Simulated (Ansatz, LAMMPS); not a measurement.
# Squeezing and shearing glassy 75Sc2O3-25SiO2 (mol %) (72 atoms), part 3 of 3

Aim: relax glassy 75Sc2O3-25SiO2 (mol %) (72 atoms), then change its volume and shape to read moduli from the stress.

Ansatz 0.2.0; Kohn-Sham DFT, PBE, PAW (set soft_1), plane waves.

The cell: 24 Sc, 4 Si and 44 O. The quench rate of 20 K/ps is many orders above laboratory rates. The network of bonds at the start is that of the classical potential that made the cell. Only the Γ point is sampled.

So far. Step 10 (Stretched by 1 % along x): The relaxation converged after 6 steps, 0.0483 eV below its start, with a largest force component of 0.041 eV/Å. Step 10 (Stretched by 1 % along x): Stretched by 1 % along x: the energy stands 0.0350 eV above that of the reference, at a pressure of -0.808 GPa.

## (11) Compressed by 1 % along x

The relaxed cell is strained along x alone, which gives the stiffness along x and its coupling to y and z.

File input.yaml:

```yaml
crystal:
  lattice:
    - [9.82045, -0.07745, -0.16647]
    - [-0.07668, 9.57667, 0.1081]
    - [-0.16481, 0.1081, 9.67886]
  atoms:
    [... the 72 atom lines of step 4 ...]
kpoints:
  mp_grid: { grid: [1, 1, 1] }
hamiltonian:
  xc: pbe
  pseudopotentials: { kind: paw, azcp: { folder: soft_1 } }
scf:
  occupations: { method: fermi_dirac, width: 0.05 }
output:
  forces: true
  eigenvalues: true
  stress: true
relax:
  f_tol: 0.05
  max_steps: 70
```

Launch:

```
ansatz run input.yaml --threads 4 --pin off --max-ram 8192MiB --backend cpu --events-out ev --progress --plain --runs-dir out
```

Numbers of over 12 decimals in the logs are rounded to 6 here.

The log of the run:

```text
[...]
Crystal: 72 atoms, lattice volume = 909.838 Å³
Basis set: ecut = 420 eV, 17763 PW (Γ), exchange–correlation on 144×144×144 points (8 copies of the dense FFT grid, shifted against one another)
Bands: 344, of which v1, the nominal top of the filled ones, is band 272 counted from 1 (271 counted from 0)
Symmetry: 1 space group operations
[...]
k-points: 1
[...]
SCF iter   1: F=—  HF=-78916.739261 eV  |F-HF|=—  |Δ(HF+E_count)|=         —  Δρ=6.82e-2  dr2=1.11e2  ethr=3.10e-3  ⟨swp⟩=4.0  Hψ=1270  notcnv=0  defer=25
[...]
SCF iter  10: F=—  HF=-78896.921532 eV  |F-HF|=—  |Δ(HF+E_count)|=   2.91e-5  Δρ=1.07e-4  dr2=8.51e-5  ethr=1.43e-7  ⟨swp⟩=2.0  Hψ=452  notcnv=0  defer=68
SCF iter  11: F=-78896.921540 eV  HF=-78896.921539 eV  |F-HF|=4.75e-7  |Δ(HF+E_count)|=   7.04e-6  Δρ=3.10e-5  dr2=1.08e-5  ethr=1.15e-8  ⟨swp⟩=19.0  Hψ=2060  notcnv=0
SCF 1 converged in 11 iterations: F = -78896.921540 eV  dr2 = 1.08e-5
[...]
relax step   1: F+E_penalty+E_count = -78896.92153985 eV  Δ(F+E_penalty+E_count) = +0.000e0 eV  max|allowed force component| = 3.760e-1 eV/Å  Δτ_max = 0.0000 Å  (11 SCF iters, dr2 threshold 6.25e-5 eV, accepted)
[...]
relax step   2: F+E_penalty+E_count = -78896.94459538 eV  Δ(F+E_penalty+E_count) = -2.306e-2 eV  max|allowed force component| = 2.093e-1 eV/Å  Δτ_max = 0.0187 Å  (5 SCF iters, dr2 threshold 8.84e-6 eV, accepted)
[...]
relax step   3: F+E_penalty+E_count = -78896.95658883 eV  Δ(F+E_penalty+E_count) = -1.199e-2 eV  max|allowed force component| = 8.400e-2 eV/Å  Δτ_max = 0.0264 Å  (6 SCF iters, dr2 threshold 2.74e-6 eV, accepted)
relax step   4: F+E_penalty+E_count = -78896.92355497 eV  Δ(F+E_penalty+E_count) = +3.303e-2 eV  max|allowed force component| = 1.661e-1 eV/Å  Δτ_max = 0.2000 Å  (10 SCF iters, rejected (line search))
relax step   5: F+E_penalty+E_count = -78896.95913900 eV  Δ(F+E_penalty+E_count) = -2.550e-3 eV  max|allowed force component| = 7.474e-2 eV/Å  Δτ_max = 0.1000 Å  (10 SCF iters, accepted)
relax step   6: F+E_penalty+E_count = -78896.96523509 eV  Δ(F+E_penalty+E_count) = -6.096e-3 eV  max|allowed force component| = 7.848e-2 eV/Å  Δτ_max = 0.1000 Å  (9 SCF iters, accepted)
relax step   7: F+E_penalty+E_count = -78896.96747007 eV  Δ(F+E_penalty+E_count) = -2.235e-3 eV  max|allowed force component| = 1.557e-2 eV/Å  Δτ_max = 0.0102 Å  (5 SCF iters, dr2 threshold 4.88e-6 eV, accepted)
[...]
relax step   8: F+E_penalty+E_count = -78896.96747076 eV  Δ(F+E_penalty+E_count) = -6.858e-7 eV  max|allowed force component| = 1.561e-2 eV/Å  Δτ_max = 0.0000 Å  (4 SCF iters, accepted)
SCF converged after 4 iterations
Free energy (F): -78896.967471 eV
[...]
Internal energy: -78896.967471 eV  (E = F + TS)
E sigma→0 (E₀):  -78896.967471 eV
Fermi energy:    8.760160 eV
[...]
Σ components = -78896.967471   (vs F -78896.967471, Δ=0.00e0)
--- Forces (eV/Å), atoms counted from 1 ---
  atom   1  Sc    -0.00216136     0.00448585    -0.00094312
  atom   2  Sc     0.00337731     0.00260463     0.00207600
  atom   3  Sc    -0.00356718     0.00100139    -0.00203393
  atom   4  Sc     0.00105079     0.00391137     0.00094294
[...]
atom  72  O     -0.00034743    -0.00023383     0.00042180
  max |Σ_I F_I| component: 1.21e-4 eV/Å
--- Stress (GPa, compression-positive) ---
        1.440341      -0.157560      -0.066760
       -0.157559       0.879909      -0.036712
       -0.066757      -0.036711       0.586840
  P = ⅓ Tr σ = 0.9690 GPa (9.690 kbar)
--- Band table (eV) ---
[...]
--- Relaxed structure (8 steps of the walk, 7 accepted, 0 SCFs on fresh bases) ---
  F+E_penalty+E_count = -78896.96747076 eV   max|allowed force component| = 1.561e-2 eV/Å
  atoms:
    - { symbol: Sc, position: [0.668095, 0.383850, 0.196732] }
    - { symbol: Sc, position: [0.463163, 0.987431, 0.947165] }
    - { symbol: Sc, position: [0.670982, 0.248950, 0.908264] }
    - { symbol: Sc, position: [0.483013, 0.255424, 0.461533] }
[...]
- { symbol: O, position: [0.668666, 0.991630, 0.902216] }
```

It took 77 s on 4 threads of Arm Neoverse V2, shared host; peak memory 1.3 GiB.

The relaxation converged after 8 steps, 0.0459 eV below its start, with a largest force component of 0.016 eV/Å.

Compressed by 1 % along x: the energy stands 0.0414 eV above that of the reference, at a pressure of 0.969 GPa.

## (12) Sheared by 2 % in xy

A shear of the relaxed cell gives the modulus that volume changes can't reach.

input.yaml, the sections that differ from step 11:

```yaml
crystal:
  lattice:
    - [9.91888, 0.02175, -0.16647]
    - [0.01832, 9.5759, 0.1081]
    - [-0.16539, 0.10644, 9.67886]
  atoms:
    [... the 72 atom lines of step 4 ...]
# kpoints, hamiltonian, scf, output, relax: as in step 11
```

The log of the run:

```text
[...]
Crystal: 72 atoms, lattice volume = 918.937 Å³
Basis set: ecut = 420 eV, 17953 PW (Γ), exchange–correlation on 144×144×144 points (8 copies of the dense FFT grid, shifted against one another)
Bands: 344, of which v1, the nominal top of the filled ones, is band 272 counted from 1 (271 counted from 0)
Symmetry: 1 space group operations
[...]
k-points: 1
[...]
SCF iter   1: F=—  HF=-78916.589051 eV  |F-HF|=—  |Δ(HF+E_count)|=         —  Δρ=7.40e-2  dr2=1.43e2  ethr=3.10e-3  ⟨swp⟩=5.0  Hψ=1277  notcnv=0  defer=20
[...]
SCF iter  15: F=-78896.904395 eV  HF=-78896.904402 eV  |F-HF|=7.78e-6  |Δ(HF+E_count)|=   1.20e-5  Δρ=5.28e-5  dr2=3.66e-5  ethr=1.15e-8  ⟨swp⟩=16.0  Hψ=2071  notcnv=0
SCF 1 converged in 15 iterations: F = -78896.904395 eV  dr2 = 3.66e-5
[...]
relax step   1: F+E_penalty+E_count = -78896.90439453 eV  Δ(F+E_penalty+E_count) = +0.000e0 eV  max|allowed force component| = 4.147e-1 eV/Å  Δτ_max = 0.0000 Å  (15 SCF iters, dr2 threshold 6.25e-5 eV, accepted)
[...]
relax step   2: F+E_penalty+E_count = -78896.93305920 eV  Δ(F+E_penalty+E_count) = -2.866e-2 eV  max|allowed force component| = 2.857e-1 eV/Å  Δτ_max = 0.0177 Å  (5 SCF iters, dr2 threshold 1.07e-5 eV, accepted)
[...]
relax step   3: F+E_penalty+E_count = -78896.94554049 eV  Δ(F+E_penalty+E_count) = -1.248e-2 eV  max|allowed force component| = 1.377e-1 eV/Å  Δτ_max = 0.0112 Å  (6 SCF iters, dr2 threshold 5.10e-6 eV, accepted)
relax step   4: F+E_penalty+E_count = -78896.93052658 eV  Δ(F+E_penalty+E_count) = +1.501e-2 eV  max|allowed force component| = 1.568e-1 eV/Å  Δτ_max = 0.2000 Å  (7 SCF iters, dr2 threshold 4.41e-6 eV, rejected (line search))
[...]
relax step   5: F+E_penalty+E_count = -78896.95431605 eV  Δ(F+E_penalty+E_count) = -8.776e-3 eV  max|allowed force component| = 2.135e-2 eV/Å  Δτ_max = 0.0962 Å  (9 SCF iters, accepted)
SCF converged after 9 iterations
Free energy (F): -78896.954316 eV
[...]
Internal energy: -78896.954316 eV  (E = F + TS)
E sigma→0 (E₀):  -78896.954316 eV
Fermi energy:    8.629633 eV
[...]
--- Forces (eV/Å), atoms counted from 1 ---
  atom   1  Sc     0.00694817    -0.00111088    -0.00501371
  atom   2  Sc    -0.00607397    -0.00069422     0.00179784
  atom   3  Sc    -0.00401204    -0.00464675    -0.00384935
  atom   4  Sc    -0.00823791     0.00106526     0.00052962
  atom   5  Sc    -0.00310156     0.00995570    -0.01170242
  atom   6  Sc     0.01010366    -0.00238586     0.00485746
  atom   7  Sc    -0.00048641    -0.00042282     0.01684827
  atom   8  Sc    -0.00434002     0.01102108    -0.00197369
  atom   9  Sc    -0.00248532    -0.00335182    -0.00018699
  atom  10  Sc    -0.00136539    -0.00117913     0.00698776
  atom  11  Sc     0.00433836    -0.01598119    -0.00624313
  atom  12  Sc    -0.01296714     0.00195461     0.01395179
  atom  13  Sc    -0.00966307     0.01056408     0.01044703
  atom  14  Sc    -0.00625069     0.00109114    -0.00017869
[...]
atom  71  O      0.00354353    -0.00877451     0.00309578
  atom  72  O      0.00180565    -0.00258522     0.00466068
  max |Σ_I F_I| component: 1.60e-4 eV/Å
--- Stress (GPa, compression-positive) ---
        0.378150      -0.980118      -0.011293
       -0.980116       0.207584       0.092348
       -0.011291       0.092349      -0.047713
  P = ⅓ Tr σ = 0.1793 GPa (1.793 kbar)
--- Band table (eV) ---
[...]
--- Relaxed structure (5 steps of the walk, 4 accepted, 0 SCFs on fresh bases) ---
  F+E_penalty+E_count = -78896.95431605 eV   max|allowed force component| = 2.135e-2 eV/Å
  atoms:
    - { symbol: Sc, position: [0.677803, 0.386285, 0.197352] }
    - { symbol: Sc, position: [0.466158, 0.989703, 0.948779] }
    - { symbol: Sc, position: [0.673102, 0.249917, 0.909212] }
    - { symbol: Sc, position: [0.480303, 0.254431, 0.460188] }
[...]
- { symbol: O, position: [0.669536, 0.991843, 0.902793] }
```

It took 55 s on 4 threads; peak memory 1.3 GiB.

The relaxation converged after 5 steps, 0.0499 eV below its start, with a largest force component of 0.021 eV/Å.

Sheared by 2 % in xy: the energy stands 0.0545 eV above that of the reference, at a pressure of 0.179 GPa.

## (13) Pressure against volume

Atoms are relaxed at each volume, in the scaled cell.

```
volume change (%)  volume (Å³/atom)  energy change (meV/atom)  pressure (GPa)  largest move on relaxing (Å)  bonds  gap (eV)
              -10            11.488                     37.09           10.12                          0.92    155                3.93
               -6            11.998                     13.50            5.22                          0.77    152                3.87
               -3            12.381                      3.43            2.90                          0.29    149                3.91
               +0            12.764                      0.00            0.00                             -    147                3.83
               +3            13.147                      3.21           -2.63                          0.19    143                3.76
               +6            13.530                     12.21           -4.92                          0.33    142                3.73
```

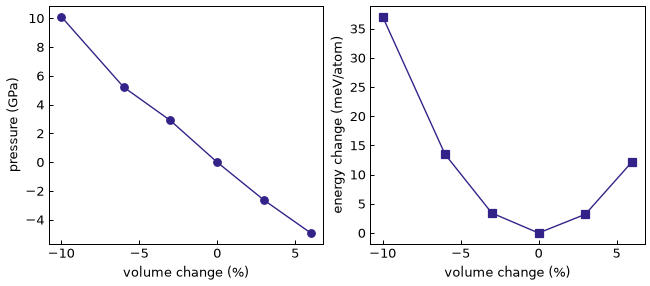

Pressure and energy against volume.

## (14) Uniaxial strain and shear

Stress (GPa, compression positive) less that of the relaxed cell, atoms relaxed:

```
                   strain      xx      yy      zz      xy  energy change (meV/atom)
 stretched by 1 % along x  -1.142  -0.781  -0.498   0.181                      0.49
compressed by 1 % along x   1.420   0.905   0.585  -0.154                      0.57
     sheared by 2 % in xy   0.358   0.233  -0.049  -0.977                      0.76
```

## (15) Findings

The bulk modulus, from the slope of pressure against ln V over the three points nearest the relaxed volume, is 92.2 GPa; between neighbouring points the slope runs 113, 74, 95, 89 and 80 GPa from the smallest volume up, without a steady fall, so no pressure derivative is given. The count of bonds runs from 142 to 155 over the series, so at some points contacts cross the cutoffs. At -10 % and -6 % some atom moved by over 0.5 Å on relaxing, so those points may sit in another local minimum. The gap goes from 3.93 eV at the smallest volume to 3.73 eV at the largest, -1.2 eV per unit of ln V by a straight line, not monotonically (lowest 3.73, highest 3.93 eV), on the run's k-points. In the Cartesian axes of the cell, finite differences give C11 = 128, C12 = 84.3, C13 = 54.2 and C66 = 48.8 GPa (the shear of 2 % is the engineering strain, εxy = 0.01). The mean of C11, C12 and C13, which equals the bulk modulus in a cubic or isotropic solid, is 88.9 GPa: it agrees with the bulk modulus within 10 %. For an isotropic solid C66 would equal (C11 − C12)/2 = 21.9 GPa; so small a sample needn't be isotropic, and C66 rests on one shear. The two differ too much for isotropic moduli to be formed.

**Limits.** Strains are finite and relaxations stop at the force tolerance of the input, which can leave moduli too stiff; they are those of a static cell at zero temperature. Volumes are changed with the cell's shape held, so in an anisotropic solid the modulus lies over the one under free hydrostatic load. The program notes that the SCF threshold of the relaxations is loose for the stress.

The DFT runs together took 14 min of wall time.

[Logs are printed without paths, hosts, clocks, repeated set-up lines and the standing remarks that a program may print on its own settings, such as how far it seeks lower states.]

[Hosts, paths, dates, database ids (printed as entryN), source tags and the programs' standing remarks are cut or masked in the printed files.]
